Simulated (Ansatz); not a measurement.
A series of calculations on SiH6O

### Relaxation

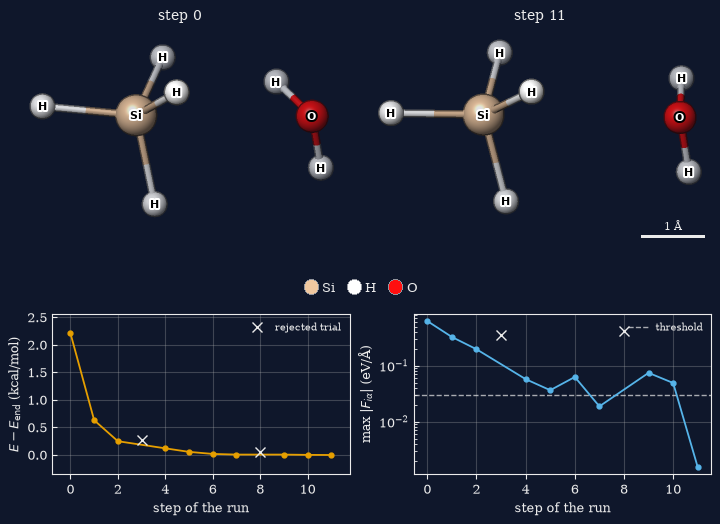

First and last geometry of a relaxation of SiH6O, with the history of the run. Style: ball-and-stick. Shown at a tilt.

The run prepares an end point of a later path (reaction) calculation, from a guessed geometry.

Level of theory: Ansatz, RKS revPBE-D4/def2-SVPD.

The input:
```yaml
crystal:
  periodic: [false, false, false]
  atoms:
    - { symbol: Si, position_ang: [0.289326, 0.058255, -0.108311] }
    - { symbol: H, position_ang: [0.157443, -0.018244, 1.36155] }
    - { symbol: H, position_ang: [1.762206, -0.006166, -0.423038] }
    - { symbol: H, position_ang: [-0.262687, 1.349619, -0.624281] }
    - { symbol: H, position_ang: [-0.372101, -1.125561, -0.750008] }
    - { symbol: O, position_ang: [-2.400782, 0.052273, 0.939187] }
    - { symbol: H, position_ang: [-2.746301, -0.841612, 0.758744] }
    - { symbol: H, position_ang: [-1.689304, -0.098263, 1.609957] }
basis:
  gaussian: { orbitals: def2-SVPD }
hamiltonian:
  xc: revpbe
  dispersion: d4
relax:
  f_tol: 0.03
  max_steps: 50
output:
  orbitals: {}
```

Launched with:
```bash
ansatz run input.yaml --threads 2 --pin off --max-ram 3072MiB --backend cpu --events-out ev --progress --plain --runs-dir out
```

Question: What do the curves and the structures tell?

Answer: It converged. The largest move after the best rigid fit is that of H8, 0.75 Å. By element the largest moves are H 0.75 Å, Si 0.21 Å, O 0.14 Å. Among the contacts that change: Si1–H2 1.478 → 1.502 Å, O6–H8 0.989 → 0.973 Å. After 9 accepted moves (11 points after the start) the energy has fallen by 2.21 kcal/mol. Largest force component: 0.63 eV/Å at the start, 0.0015 eV/Å at the end. The line search rejected the trial steps at points 3, 8 of the run. The forces were under the threshold at step 7, but the run went on from there. Cost: 13 s on 2 threads of Arm Neoverse V2, on a shared host, peak memory 0.14 GiB.

| step | E − E(0), kcal/mol | largest force component, eV/Å | note |
| --- | --- | --- | --- |
| 0 | 0.00 | 0.6266 |  |
| 1 | -1.58 | 0.3257 |  |
| 2 | -1.96 | 0.1968 |  |
| 3 | -1.94 | 0.3607 | rejected |
| 4 | -2.09 | 0.0576 |  |
| 5 | -2.16 | 0.0365 |  |
| 6 | -2.19 | 0.0629 |  |
| 7 | -2.21 | 0.0188 |  |
| 8 | -2.16 | 0.4177 | rejected |
| 9 | -2.21 | 0.0746 |  |
| 10 | -2.21 | 0.0492 |  |
| 11 | -2.21 | 0.0015 |  |

### Relaxation

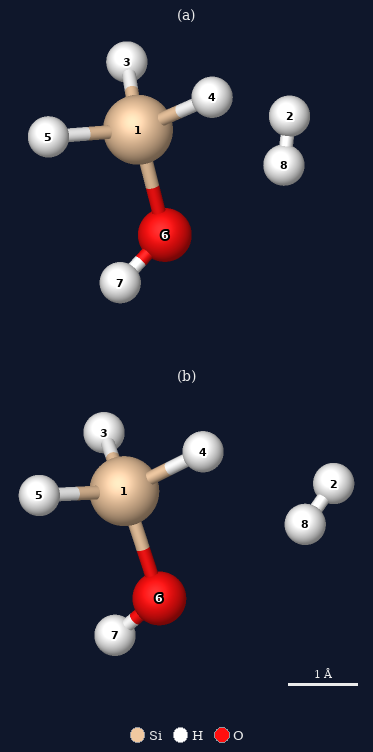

The structure of SiH6O before (top) and after (bottom) a relaxation, at one scale.

The picture is a ball-and-stick view, seen at a tilt.

The run prepares an end point of a later path (reaction) calculation, from a guessed geometry.

The calculation used RKS revPBE-D4/def2-SVPD (Ansatz). (no spin polarisation; force threshold 0.03 eV/Å; at most 50 steps)

Describe what moved and what it gained.

After 12 accepted moves (16 points after the start) the energy has fallen by 3.40 kcal/mol. The largest force component goes from 1.7 to 0.0062 eV/Å. The line search rejected the trial steps at points 3, 7, 11, 15 of the run. H2 moves most after the best rigid fit: 0.76 Å. By element the largest moves are H 0.76 Å, O 0.34 Å, Si 0.26 Å. Near-neighbour distances that change, for instance: H2–H8 0.719 → 0.765 Å, Si1–O6 1.693 → 1.704 Å, Si1–H3 1.500 → 1.505 Å, Si1–H4 1.501 → 1.496 Å. Bond angles that change, for instance: H4–Si1–O6 110.0° → 105.0°, H5–Si1–O6 108.5° → 111.1°. Groups turn about Si1–O6 by about 55°. Cost: 18 s on 2 threads of Arm Neoverse V2, with other jobs on the host, peak memory 0.15 GiB.

Limits of the set-up: the start holds two separate molecules, 2.2 Å apart at their closest, whose relative position is a soft coordinate.

### Path

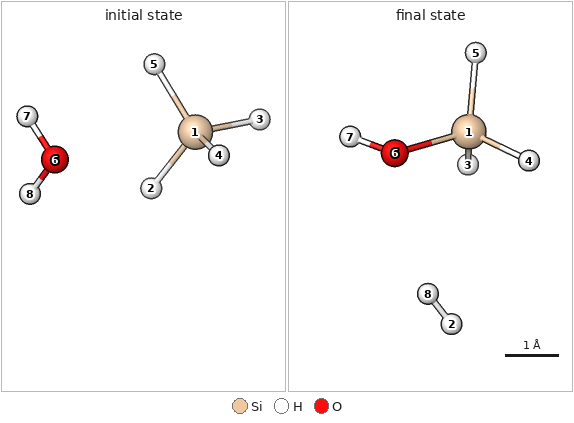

The two relaxed end points of a path for SiH6O, made up at the start of SiH₄ and H2O. A ball-and-stick model, seen at a tilt.

These are results of RKS revPBE-D4/def2-SVPD (Ansatz 0.2.0), not measurements.

Settings: 7 movable images; climbing image; force threshold 0.05 eV/Å; iteration limit 60.

Start:
```xyz
8

Si    0.4863    0.0567   -0.1735
H     0.5297   -0.0193    1.3256
H     1.9021    0.0411   -0.6864
H    -0.1780    1.3238   -0.6181
H    -0.2296   -1.1403   -0.7290
O    -2.5238    0.0251    0.9908
H    -2.8887   -0.8320    0.7111
H    -2.3602   -0.0848    1.9433
```

End:
```xyz
8

Si   -0.3790   -0.1582   -0.6004
H    -0.2080    0.8967    2.9175
H     0.7532   -0.9102    0.0463
H    -0.1512    1.3170   -0.4967
H    -0.4712   -0.5768   -2.0441
O    -1.8502   -0.4364    0.2127
H    -2.1731   -1.3520    0.2122
H    -0.7827    0.5902    2.5163
```

Q: What barrier does the band find between them, and by what path?

A: The highest point, image 3, lies 37.3 kcal/mol above the start and 44.3 kcal/mol above the end; the end is at −7.0 kcal/mol relative to the start. Breaking: O6–H8 (0.97 → 1.15 at the top → 2.74 Å), Si1–H2 (1.50 → 1.82 at the top → 3.68 Å). Forming: H2–H8 (2.96 → 1.13 at the top → 0.76 Å), Si1–O6 (3.23 → 1.98 at the top → 1.70 Å). The band is converged.

Energies of the converged images:

```tsv
image	path (Å)	E (kcal/mol)
0	0.00	0.0
1	0.96	0.8
2	1.92	10.3
3	2.89	37.3
4	3.38	19.2
5	3.87	1.9
6	4.35	-4.9
7	4.84	-6.7
8	5.33	-7.0
```

The geometry at the top of the path:

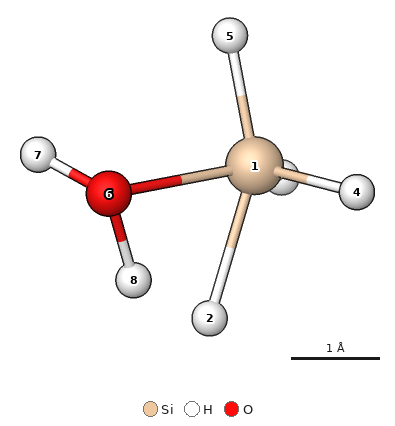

Limits of the set-up: the start holds two separate molecules, 3.0 Å apart at their closest, whose relative position is a soft coordinate.
